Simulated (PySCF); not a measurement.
**C$_{3}$H$_{4}$FN$_{3}$, SMILES `Cn1ncc(F)n1`: what the electrons do**

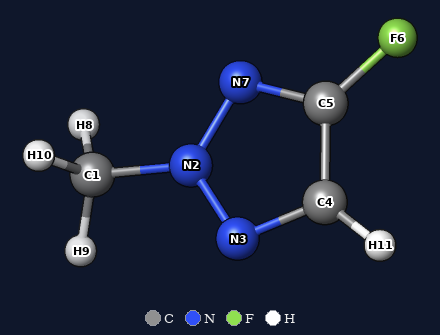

The molecule, with its atoms numbered as below. No frequency check shows the geometry to be a minimum.

Geometry (Å), atoms numbered from 1:

```
C1      -2.3370    0.4856    0.0046
N2      -0.9718    0.0578   -0.0086
N3      -0.6272   -1.2032   -0.0028
C4       0.6984   -1.2077    0.0037
C5       1.1007    0.1306    0.0025
F6       2.3317    0.6162    0.0019
N7       0.0284    0.9074   -0.0046
H8      -2.4082    1.4394   -0.5139
H9      -2.9412   -0.2700   -0.4931
H10     -2.6884    0.6083    1.0312
H11      1.2737   -2.1077    0.0052
```

### 1. Excited states

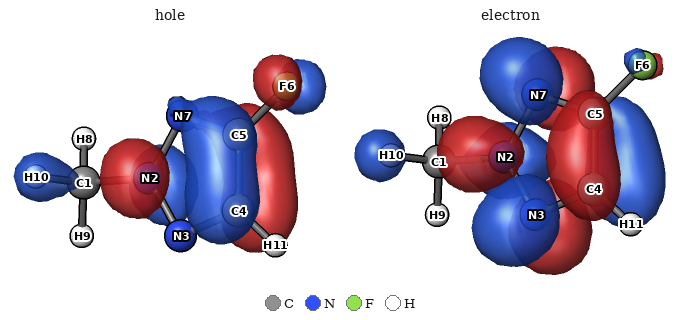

Leading natural transition orbital pair of S₂ (TDA singlet states); the surfaces enclose about 78 % of each orbital's density.

Method: CAM-B3LYP/def2-SVP; geometry: GFN2-xTB; program: PySCF. Without diffuse functions Rydberg states are missing, so the states' numbers hold for this basis only.

> Give its energy and the atoms that hole and electron lie on.

6.90 eV (180 nm), f = 0.231 (bright); the leading pair carries 88 %; hole on C4 (23 %), C5 (22 %) and N2 (20 %), electron on N3 (26 %), N7 (20 %) and N2 (18 %); their centroids lie 0.5 Å apart. In canonical orbitals it is mainly HOMO → LUMO (88 %). The HOMO–LUMO gap is 9.88 eV.

### 2. In an electric field

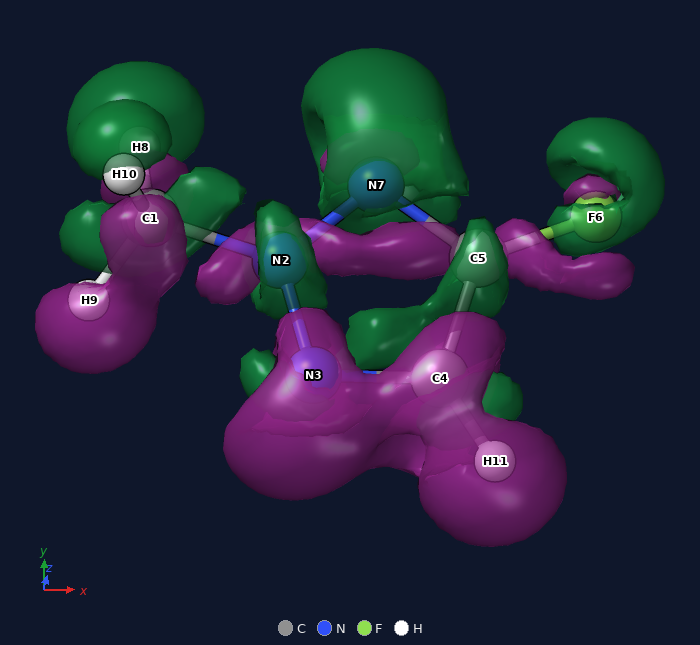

Change of the electron density in a uniform field of 0.41 V/Å, surfaces at ±0.003 e/Å³ (green: gain, purple: loss).

Level of theory: PBE/def2-SVPD (PySCF), at a geometry from GFN2-xTB.

> Along which Cartesian direction does the field point?

Along −y: electrons gather on the +y side, against the field.

> How large is the response?

The induced dipole is 1.19 D (along the field); α along this axis, from the fields in both directions, is 59 bohr³ (8.7 Å³).

> Which atoms gain and lose the most charge?

Electrons gather most on N7 (Hirshfeld charge changes by −0.026 e) and leave N3 most (+0.022 e); 0.107 electrons are displaced in all.

### 3. Localised orbitals

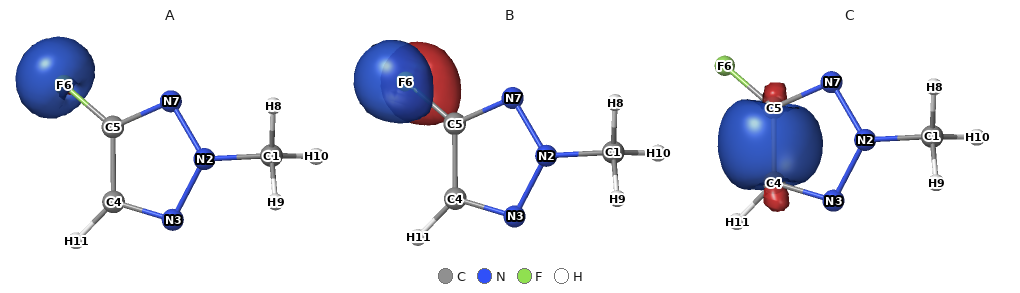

Pipek–Mezey orbitals, occupied; each surface holds about 85 % of the orbital's density. Energies are diagonal elements of the Fock matrix.

Computed with PySCF, PBE/6-311+G**, geometry: GFN2-xTB.

> Name the orbitals, with their atomic make-up and energies.

By panel:
- A: lone pair on F6 (sp0.4-type) (F6 100 %; −22.4 eV)
- B: lone pair on F6 (p-type) (F6 95 %; −10.8 eV)
- C: σ bond C5–C4 (C5 51 %, C4 49 %; −16.0 eV)

> Which has the smallest and which the largest spatial spread?

Smallest: A (0.59 Å); largest: B (0.78 Å).

### 4. Magnetic shielding

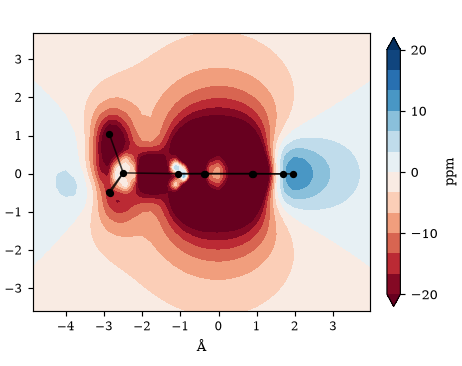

NICSzz (the component normal to the ring) in a plane perpendicular to the 5-membered ring N2/N3/C4/C5/N7; GIAO shieldings; atoms are projected onto the map; negative values mean shielding.

Computed with PySCF, PBE/def2-SVP, geometry: GFN2-xTB.

> Classify the ring and give its NICS values.

It is strongly diatropic (aromatic): NICS(0) = −13.3, NICS(1) = −11.9 and −12.0, NICS(1)zz = −28.5 and −29.1 (two faces) ppm.

> What absolute proton shieldings does the same calculation give?

From 25.2 ppm (H11) to 27.8 ppm (H10).

The PySCF runs shown took 5.6 min, 85 s, 37 s and 26 s on 1 thread of Arm Neoverse V1 (shared host).
